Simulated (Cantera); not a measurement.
Input: 1 mol MgCl2, 2.2 mol H2, 13 mol N2, equilibrated at 0.00300 Torr.

These are equilibrium values from Cantera (NASA tables, ideal gas, pure condensed phases), not measurements of a reactor. Candidate condensed phases: Mg, MgCl2, NH4Cl; 18 gas species. Rates play no part.

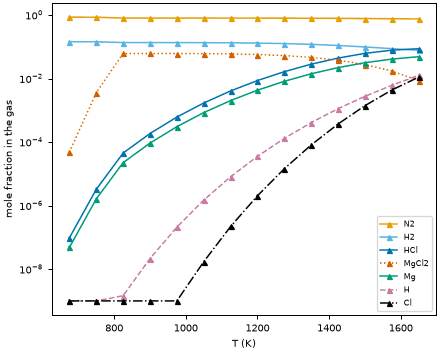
*Equilibrium gas composition (values under 1e-9 drawn at 1e-9)*

**Question.** Read off the mole fractions at 1050 K.

**Answer.** N2 about 0.80, H2 about 0.13, MgCl2 about 0.061, HCl about 0.0017, Mg about 0.00085, H about 1.5e-6, Cl about 1.7e-8.
